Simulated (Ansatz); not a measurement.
# Be(0001) slab with a vacancy pit (68 atoms): geometry optimisation

Aim: bring Be(0001) slab with a vacancy pit (68 atoms) to a nearby minimum of the energy and see what moves.

Calculated with Ansatz 0.2.0; Kohn-Sham DFT, PBE, PAW (set soft_2), plane waves.

## (1) Set-up

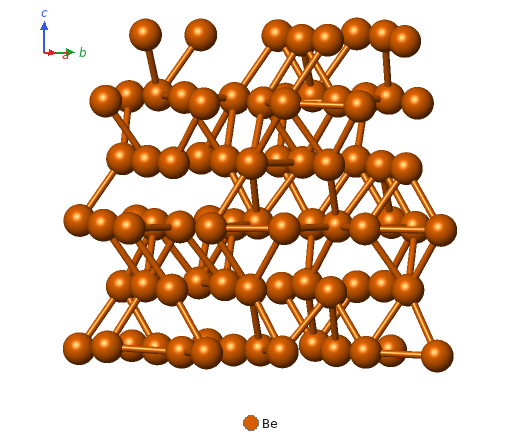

The cell as given, from the side, with the c axis up (beryllium orange). Bonds to atoms that aren't drawn are left out. Some periodic images of atoms are drawn too.

The cell holds 68 atoms: 68 Be. Cell: a = 6.858 Å, b = 9.144 Å, c = 20.960 Å, α = 90.0°, β = 90.0°, γ = 60.0°. It derives from Be (hcp). Hcp Be (a = 2.286 Å, c = 3.584 Å), (0001) slab of 3 repeat layers, 3 x 4 surface cells, 12 Å of vacuum; top layer removed within 2.31 Å of one point (a pit); atoms within 3.23 Å of the bottom held; every coordinate displaced by a Gaussian of 0.05 Å. Vacuum lies along c.

Limits known from the start: The cell is under 6 Å thick along one periodic direction, so every atom has periodic images of itself close by, which move with it and show among its neighbours and in g(r).

## (2) Single point at the start

A single point comes first, to see the forces before anything moves.

Input file input.yaml:

```yaml
crystal:
  lattice:
    - [6.858, 0.0, 0.0]
    - [4.572, 7.91894, 0.0]
    - [0.0, 0.0, 20.96]
  atoms:
    - { symbol: Be, position: [0.98951, 0.99109, 0.2834] }
    - { symbol: Be, position: [0.89795, 0.16191, 0.37051] }
    - { symbol: Be, position: [0.9865, 0.00342, 0.45559] }
    - { symbol: Be, position: [0.89082, 0.16888, 0.54476] }
    [... 58 atom lines left out ...]
    - { symbol: Be, position: [0.67112, 0.7443, 0.28682] }
    - { symbol: Be, position: [0.56249, 0.92288, 0.37464] }
    - { symbol: Be, position: [0.68091, 0.74483, 0.45737] }
    - { symbol: Be, position: [0.55967, 0.91529, 0.53884] }
    - { symbol: Be, position: [0.66526, 0.75, 0.62861] }
    - { symbol: Be, position: [0.5462, 0.92867, 0.71739] }
kpoints:
  mp_grid: { grid: [3, 3, 1] }
hamiltonian:
  xc: pbe
scf:
  occupations: { method: fermi_dirac, width: 0.1 }
output:
  forces: true
  populations: true
  dos:
    method: { smearing: { sigma: 0.15 } }
    de: 0.1
    projected: { site_lists: { Be: [Be] } }
  eigenvalues: true
```

Run with:

```bash
$ ansatz run input.yaml --threads 4 --pin off --max-ram 8192MiB --backend cpu --events-out ev --progress --plain --runs-dir out
```

Wall time 14 s (4 threads of AMD EPYC 9R45, shared host); peak memory 3.1 GiB; 55 s of CPU time.

Read from the output:

```
free energy                             : -6290.5597 eV
free energy per atom                    : -92.5082 eV/atom
SCF cycles                              : 8
r.m.s. force component                  : 0.3952 eV/Å
longest force                           : 1.349 eV/Å
Fermi energy                            : 1.06 eV
levels partly filled by over 2 per cent : 31
spilling of the projection              : 0.3576
```

The r.m.s. force component of 0.40 eV/Å sets the starting point.

Neighbours are counted within 2.77 Å (Be-Be).

Length of the force by element and coordination:

| element | coordination | atoms | mean length of the force (eV/Å) | spread | least | most |
| --- | --- | --- | --- | --- | --- | --- |
| Be | all | 68 | 0.621 | 0.288 | 0.0742 | 1.35 |
| Be | 6 | 2 | 0.373 | 0.121 | 0.253 | 0.494 |
| Be | 7 | 2 | 1.02 | 0.333 | 0.684 | 1.35 |
| Be | 8 | 4 | 0.793 | 0.262 | 0.569 | 1.22 |
| Be | 9 | 13 | 0.648 | 0.344 | 0.0742 | 1.28 |
| Be | 10 | 2 | 0.895 | 0.154 | 0.741 | 1.05 |
| Be | 11 | 5 | 0.592 | 0.261 | 0.360 | 1.05 |
| Be | 12 | 40 | 0.578 | 0.244 | 0.175 | 1.09 |

## (3) Relaxation

With the cell held, the atoms are moved downhill towards a nearby minimum.

input.yaml, the sections that differ from step 2:

```yaml
output:
  forces: true
relax:
  f_tol: 0.05
  max_steps: 200
  constraints:
    - { sites: [0, 1, 5, 6, 10, 11, 15, 16, 21, 22, 27, 28, 33, 34, 38, 39, 44, 45, 50, 51, 56, 57, 62, 63], fix: xyz }
# crystal, kpoints, hamiltonian, scf: as in step 2
```

Run time: 52 s. Hardware: 4 threads; peak memory 3 GiB; 3.3 min of CPU time.

The steps of the relaxation:

| step | energy less that of the first step (eV) | largest force component, free atoms (eV/Å) |
| --- | --- | --- |
| 1 | 0.0000 | 1.3098 |
| 2 | -1.2737 | 0.4415 |
| 3 | -1.4918 | 0.1773 |
| 4 | -1.5131 | 0.1309 |
| 5 | -1.5130 | 0.1763 |
| 6 | -1.5131 | 0.1310 |
| 7 | -1.5130 | 0.1762 |
| 8 | -1.5257 | 0.0481 |
| 9 | -1.5286 | 0.0238 |
| 10 | -1.5293 | 0.0098 |

Relaxation steps 5, 7 were tried and not accepted.

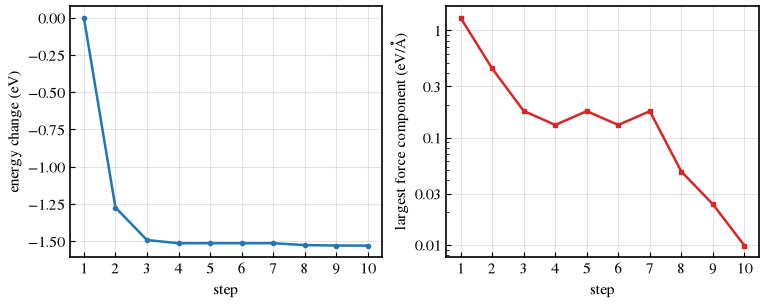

Energy and largest force along the relaxation.

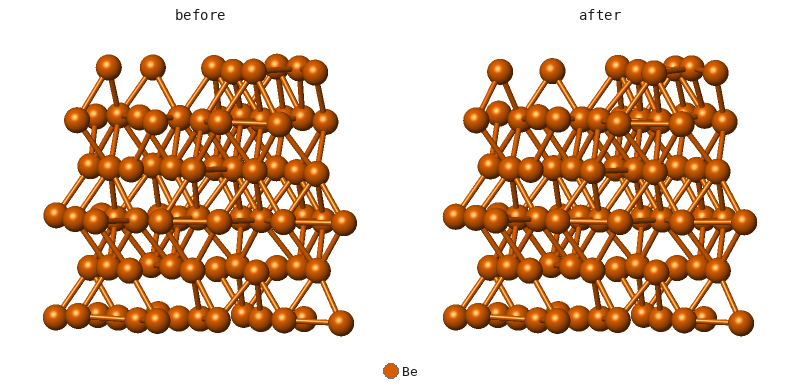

Before and after, at one scale. Bonds to atoms that aren't drawn are left out.

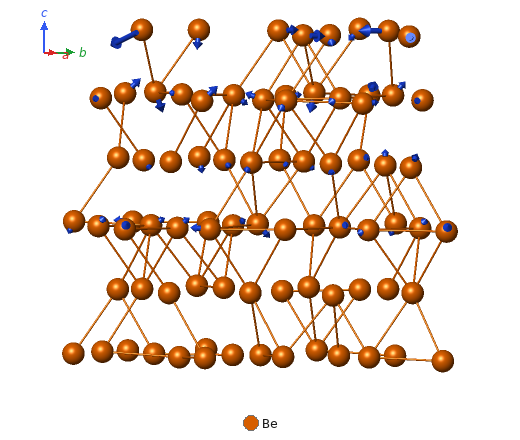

Displacements in the relaxation, exaggerated; the longest in the cell stands for 0.55 Å. Bonds to atoms that aren't drawn are left out. Some periodic images of atoms are drawn too.

The atoms that moved most (Å):

| atom | dx | dy | dz | length |
| --- | --- | --- | --- | --- |
| Be21 | -0.496 | -0.164 | -0.171 | 0.550 |
| Be68 | 0.067 | -0.303 | 0.006 | 0.311 |
| Be56 | -0.056 | 0.200 | -0.010 | 0.208 |
| Be5 | -0.112 | 0.083 | 0.095 | 0.168 |
| Be26 | -0.024 | 0.064 | -0.149 | 0.164 |
| Be61 | 0.062 | -0.054 | -0.140 | 0.162 |
| Be15 | 0.047 | 0.098 | 0.104 | 0.150 |
| Be44 | -0.007 | 0.148 | 0.004 | 0.148 |

The relaxation changed the energy by -22.5 meV/atom, and atoms moved by 0.11 Å r.m.s., 0.55 Å at most.

## (4) Distances and neighbours after relaxation

Bonds before and after, by the cutoffs listed below:

| pair | bonds before | bonds after | mean before (Å) | mean after (Å) | spread before (Å) | spread after (Å) |
| --- | --- | --- | --- | --- | --- | --- |
| Be-Be | 365 | 366 | 2.262 | 2.258 | 0.073 | 0.068 |

Normalised to the volume that the atoms fill. Pair distribution function in bins of 0.2 Å:

| r (Å) | total |
| --- | --- |
| 2.00 | 0.14 |
| 2.20 | 5.81 |
| 2.40 | 1.50 |
| 2.60 | 0.02 |
| 2.80 | 0.00 |
| 3.00 | 0.11 |
| 3.20 | 1.51 |
| 3.40 | 0.13 |
| 3.60 | 0.33 |
| 3.80 | 0.92 |
| 4.00 | 2.58 |
| 4.20 | 1.27 |
| 4.40 | 0.43 |
| 4.60 | 0.81 |
| 4.80 | 0.03 |
| 5.00 | 0.85 |
| 5.20 | 0.73 |
| 5.40 | 0.89 |
| 5.60 | 0.73 |
| 5.80 | 0.83 |
| 6.00 | 2.03 |
| 6.20 | 0.30 |
| 6.40 | 0.42 |
| 6.60 | 0.07 |
| 6.80 | 0.70 |
| 7.00 | 1.14 |
| 7.20 | 1.09 |
| 7.40 | 0.29 |

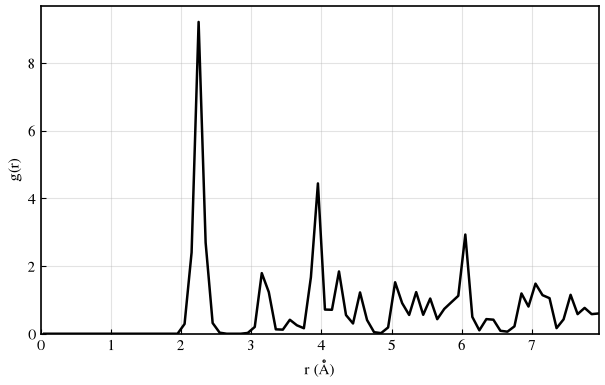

Pair distribution functions.

Bonds by pair of elements; cutoffs follow the first minimum of g(r), held within bounds set by covalent radii, and pairs that aren't listed don't count as bonded:

| pair A-B | cutoff (Å) | bonds | mean length (Å) | spread (Å) | shortest (Å) | B about A | A about B |
| --- | --- | --- | --- | --- | --- | --- | --- |
| Be-Be | 2.77 | 366 | 2.26 | 0.068 | 2.05 | 10.8 | 10.8 |

How many atoms have how many bonded neighbours:

| element | mean | 6 | 7 | 8 | 9 | 10 | 11 | 12 |
| --- | --- | --- | --- | --- | --- | --- | --- | --- |
| Be | 10.8 | 1 | 3 | 4 | 13 | 2 | 4 | 41 |

Bond length by coordination (bonds to H left out):

| element | coordination | atoms | mean bond length (Å) |
| --- | --- | --- | --- |
| Be | 6 | 1 | 2.23 |
| Be | 7 | 3 | 2.24 |
| Be | 8 | 4 | 2.23 |
| Be | 9 | 13 | 2.27 |
| Be | 10 | 2 | 2.28 |
| Be | 11 | 4 | 2.25 |
| Be | 12 | 41 | 2.26 |

Counting bonds as in the table, 60 % of Be atoms have 12 bonded neighbours.

## (5) Single point at the relaxed geometry

The electronic structure is read at the final geometry, in a run of its own.

Input file input.yaml:

```yaml
crystal:
  lattice:
    - [6.858, 0.0, 0.0]
    - [4.572, 7.91894, 0.0]
    - [0.0, 0.0, 20.96]
  atoms:
    - { symbol: Be, position: [0.98951, 0.99109, 0.2834] }
    - { symbol: Be, position: [0.89795, 0.16191, 0.37051] }
    - { symbol: Be, position: [0.00343, 0.00031, 0.45739] }
    - { symbol: Be, position: [0.89014, 0.16721, 0.54403] }
    [... 58 atom lines left out ...]
    - { symbol: Be, position: [0.67112, 0.7443, 0.28682] }
    - { symbol: Be, position: [0.56249, 0.92288, 0.37464] }
    - { symbol: Be, position: [0.67029, 0.75087, 0.45789] }
    - { symbol: Be, position: [0.55783, 0.91559, 0.5429] }
    - { symbol: Be, position: [0.67749, 0.73975, 0.62745] }
    - { symbol: Be, position: [0.58153, 0.89038, 0.71768] }
kpoints:
  mp_grid: { grid: [3, 3, 1] }
hamiltonian:
  xc: pbe
scf:
  occupations: { method: fermi_dirac, width: 0.1 }
output:
  forces: true
  populations: true
  dos:
    method: { smearing: { sigma: 0.15 } }
    de: 0.1
    projected: { site_lists: { Be: [Be] } }
  eigenvalues: true
  write_density: true
  write_potential: true
  volumetric_format: npy
```

Run time: 15 s. Hardware: 4 threads; peak memory 3.2 GiB.

The program notes that the exchange-correlation potential is rough where the density is thin.

Numbers from this run:

```yaml
free_energy: -6292.0890 eV
free_energy_per_atom: -92.5307 eV/atom
scf_cycles: 8
r_m_s_force_component: 0.2311 eV/Å
longest_force: 1.288 eV/Å
fermi_energy: 1.043 eV
levels_partly_filled_by_over_2_per_cent: 30
spilling_of_the_projection: 0.3582
```

Neighbours are counted within 2.77 Å (Be-Be), the cutoffs taken from the relaxation.

Length of the force by element and coordination:

| element | coordination | atoms | mean length of the force (eV/Å) | spread | least | most |
| --- | --- | --- | --- | --- | --- | --- |
| Be | all | 68 | 0.219 | 0.335 | 5.0e-4 | 1.29 |
| Be | 6 | 1 | 0.0046 | 0 | 0.0046 | 0.0046 |
| Be | 7 | 3 | 0.0055 | 0.0017 | 0.0042 | 0.0079 |
| Be | 8 | 4 | 0.0069 | 0.0018 | 0.0042 | 0.0087 |
| Be | 9 | 13 | 0.572 | 0.376 | 0.0013 | 1.29 |
| Be | 10 | 2 | 0.0039 | 0.0028 | 0.0011 | 0.0067 |
| Be | 11 | 4 | 0.0067 | 0.002 | 0.0042 | 0.0092 |
| Be | 12 | 41 | 0.180 | 0.291 | 5.0e-4 | 0.851 |

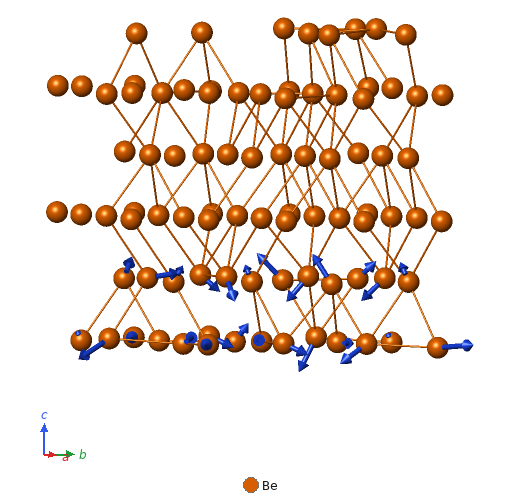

Forces as arrows; the longest in the cell is 1.29 eV/Å. Bonds to atoms that aren't drawn are left out. Some periodic images of atoms are drawn too.

Density of states as counts of states in windows of 1 eV (from the Fermi level), total and the larger projections:

| from (eV) | to (eV) | total | Be s |
| --- | --- | --- | --- |
| -12 | -11 | 0.0 | 0.0 |
| -11 | -10 | 1.6 | 1.6 |
| -10 | -9 | 5.0 | 4.9 |
| -9 | -8 | 7.6 | 7.3 |
| -8 | -7 | 9.9 | 9.4 |
| -7 | -6 | 10.8 | 9.8 |
| -6 | -5 | 14.0 | 11.9 |
| -5 | -4 | 15.1 | 11.2 |
| -4 | -3 | 16.4 | 10.0 |
| -3 | -2 | 18.5 | 8.8 |
| -2 | -1 | 20.1 | 7.2 |
| -1 | 0 | 17.2 | 5.2 |
| 0 | 1 | 9.6 | 2.4 |
| 1 | 2 | 9.8 | 2.2 |
| 2 | 3 | 19.1 | 6.5 |
| 3 | 4 | 23.5 | 5.7 |
| 4 | 5 | 21.1 | 4.3 |

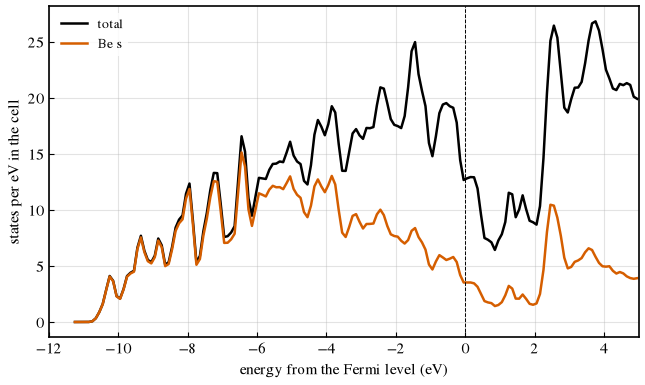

Total and projected density of states, with the broadening of the input.

The levels nearest the highest filled one (over half full), pooled over k-points and spins:

| level less the highest filled one (eV) | occupation |
| --- | --- |
| -0.203 | 1.79 |
| -0.126 | 1.60 |
| -0.0888 | 1.47 |
| -0.0587 | 1.35 |
| -0.0468 | 1.29 |
| 0 | 1.07 |
| 0.0479 | 0.829 |
| 0.0611 | 0.766 |
| 0.0846 | 0.659 |
| 0.119 | 0.515 |
| 0.124 | 0.498 |
| 0.199 | 0.27 |

Planar average of the electrostatic potential energy along the normal, with the Fermi level as zero, after a running mean with a triangular window 4 Å wide at its base:

| height (Å) | potential energy (eV) |
| --- | --- |
| 0.0 | 5.10 |
| 0.9 | 5.13 |
| 1.6 | 5.15 |
| 2.5 | 5.15 |
| 3.3 | 4.92 |
| 4.2 | 3.13 |
| 4.9 | -0.12 |
| 5.8 | -4.24 |
| 6.7 | -6.13 |
| 7.4 | -6.49 |
| 8.3 | -6.61 |
| 9.2 | -6.75 |
| 10.0 | -6.80 |
| 10.8 | -6.77 |
| 11.6 | -6.81 |
| 12.5 | -6.60 |
| 13.4 | -6.05 |
| 14.1 | -4.78 |
| 15.0 | -2.50 |
| 15.9 | 0.79 |
| 16.6 | 3.18 |
| 17.5 | 4.71 |
| 18.3 | 4.99 |
| 19.2 | 5.04 |
| 19.9 | 5.07 |
| 20.8 | 5.10 |

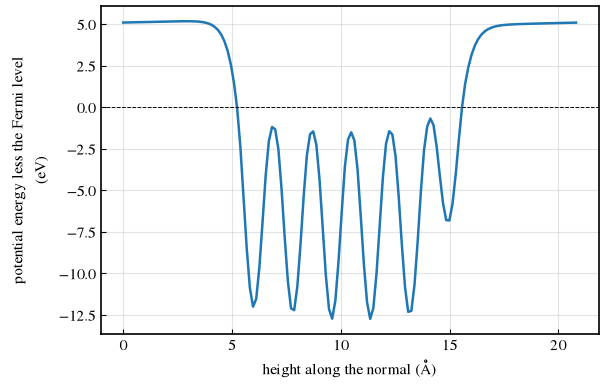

Planar average of the electrostatic potential energy; the dashed line is the Fermi level.

The potential slopes across the vacuum by 0.031 eV/Å: the slab bears a dipole, and with periodic images along the normal there is no flat vacuum level to read.

## (6) Outcome

```yaml
energy_change_in_the_relaxation: -22.49 meV/atom
r_m_s_displacement: 0.11 Å
largest_displacement: 0.55 Å
free_energy_per_atom: -92.5307 eV/atom
r_m_s_force_component: 0.2311 eV/Å
wall_time_of_the_3_dft_runs: 81 s
```

Relaxation lowers the energy by 22.5 meV/atom and moves atoms by 0.11 Å r.m.s.; the r.m.s. force component goes from 0.40 to 0.23 eV/Å, held atoms included. By the final cutoffs 0 of 365 bonded pairs parted and 1 joined. First to last step the energy falls by 1.529 eV; the largest move, 0.55 Å, is that of Be21. The Be-Be bonds go from 2.262 Å (spread 0.073) to 2.258 Å (spread 0.068), and their number from 365 to 366. Counting bonds as in the table, 60 % of Be atoms have 12 bonded neighbours. 30 levels are partly filled, by over 2 % (on the run's k-points), as in a metal.

What to keep in mind: The slab bears a dipole and has periodic images along its normal, so a spurious field crosses the vacuum. 24 atoms were held in place, and force statistics include the forces on them.

[Logs are printed without paths, hosts, clocks, repeated set-up lines and the standing remarks that a program may print on its own settings, such as how far it seeks lower states.]

[Hosts, paths, dates, database ids (printed as entryN), source tags and the programs' standing remarks are cut or masked in the printed files.]
